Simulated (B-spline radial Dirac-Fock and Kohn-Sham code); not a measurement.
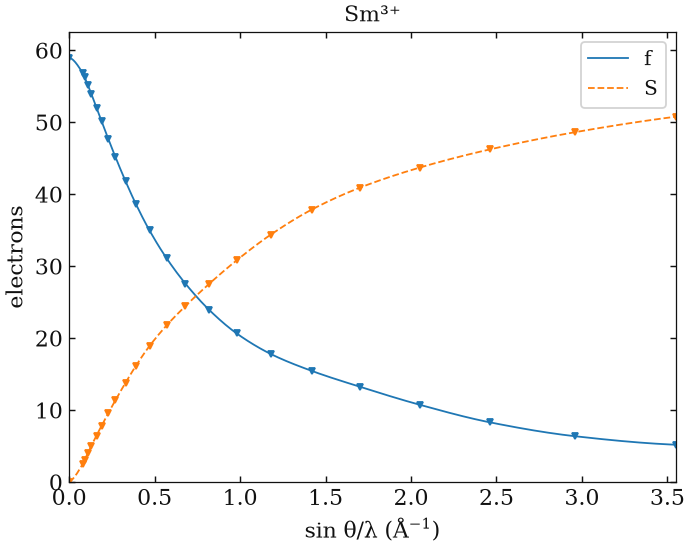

The X-ray form factor f and the incoherent scattering function S against sin θ/λ. The figure is for Sm³⁺, configuration [Xe] 4f3 6s2, which is not the ground configuration. Computed with a B-spline radial code: the spherical Dirac–Fock density (average of configuration), S by Waller and Hartree.

How many electrons does the species have?

Answer. 59, the value of f at zero angle.

Where do f and S cross?

Answer. Between sin θ/λ = 0.68 Å⁻¹ and sin θ/λ = 0.82 Å⁻¹.

Where has f fallen to half its forward value?

Answer. Near sin θ/λ = 0.62 Å⁻¹.
